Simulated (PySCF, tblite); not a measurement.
# C6H12BF3: geometry, infrared bands and NMR shifts

Aim: predict the infrared bands and NMR shifts of C6H12BF3 (`CB(C)CCCC(F)(F)F`).

Computed with tblite 0.8.0 and PySCF 2.14.0, with density-fitted response routines of our own, on a single molecule in the gas phase. Atoms count from 0, in the outputs and in this text.

## (1) The starting structure

22 atoms, charge 0, multiplicity 1; geometry from: force field or distance geometry start.

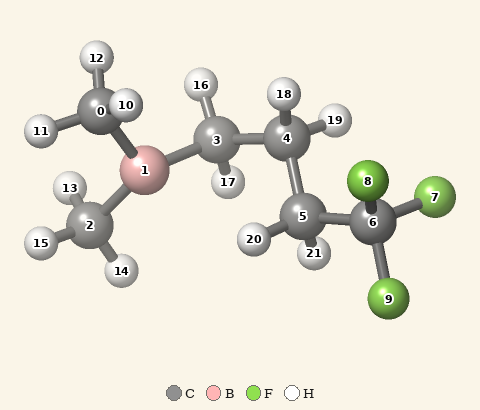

As it starts; carbon grey, boron pink, fluorine green, hydrogen white, atoms numbered.

## (2) Relaxing the molecule with GFN2-xTB

Job settings and geometry (Å):

```
{"job": {"kind": "relax", "xc": "GFN2-xTB", "basis": "xTB"}, "charge": 0, "multiplicity": 1}
C     -2.066500     1.153500     0.716000
B     -1.279800    -0.168800     0.300700
C     -2.068000    -1.534000     0.611700
C     -0.500500    -0.157600    -1.099100
C      0.838000     0.526100    -0.972000
C      1.666000    -0.202400     0.029900
C      3.042400     0.396500     0.235500
F      3.705800     0.353400    -0.985700
F      3.033600     1.668600     0.712900
F      3.782400    -0.474400     1.044400
H     -1.437200     1.907600     1.207800
H     -2.879800     0.874800     1.429400
H     -2.582900     1.513400    -0.194100
H     -2.821900    -1.602500    -0.236800
H     -1.429000    -2.393800     0.490900
H     -2.586400    -1.454900     1.584900
H     -1.175400     0.296100    -1.829700
H     -0.294300    -1.222500    -1.348300
H      0.749600     1.614700    -0.802500
H      1.335000     0.410000    -1.972800
H      1.141200    -0.250700     0.994400
H      1.817500    -1.233700    -0.319000
```

Command:

```sh
OMP_NUM_THREADS=1 python probes_run.py task.json out
```

This one command runs all jobs of the session in turn.

**Question.** This job is followed by: GFN2-xTB harmonic vibrations, gas phase; GIAO PBE0/pcSseg-1 NMR shielding, non-relativistic, gas phase. Predict these results of the whole session: strongest single infrared mode (GFN2-xTB); zero-point energy (GFN2-xTB); ¹³C shifts against TMS (PBE0/pcSseg-1, means over atoms taken as alike); ¹H shifts against TMS (PBE0/pcSseg-1, means over atoms taken as alike); ¹¹B shifts against BF3·OEt2 (PBE0/pcSseg-1); ¹⁹F shifts against CFCl3 (PBE0/pcSseg-1, means over atoms taken as alike); surface potential, least and greatest.

The runs gave:

```
                                                                 quantity                              value
                                strongest single infrared mode (GFN2-xTB)              1054 cm⁻¹, 225 km/mol
                                             zero-point energy (GFN2-xTB)                     108.8 kcal/mol
  ¹³C shifts against TMS (PBE0/pcSseg-1, means over atoms taken as alike)  136.0, 41.5, 32.6, 23.0, 15.8 ppm
   ¹H shifts against TMS (PBE0/pcSseg-1, means over atoms taken as alike)         2.03, 1.59, 1.40, 0.99 ppm
                              ¹¹B shifts against BF3·OEt2 (PBE0/pcSseg-1)                           92.6 ppm
¹⁹F shifts against CFCl3 (PBE0/pcSseg-1, means over atoms taken as alike)                          -86.3 ppm
                                    surface potential, least and greatest                 -0.72 V and 1.16 V
```

In words: Relaxing lowered the energy by 0.925 eV in 128 steps; the close pair that moved most is C6–F9, from 1.400 to 1.345 Å. No mode is imaginary among the 60: a minimum at this level. The strongest single mode, at 1054 cm⁻¹, is spread over many atoms; the largest shares are those of C6, F9. Unscaled tight-binding wavenumbers are off by several per cent, some by more. Its intensities can rank the bands wrongly. At PBE0/pcSseg-1, counted by nearest atom on the grid, the HOMO lies on C3 26 %; B1 22 %, the LUMO on B1 54 %; H10, H13, H16 about 7 % each.
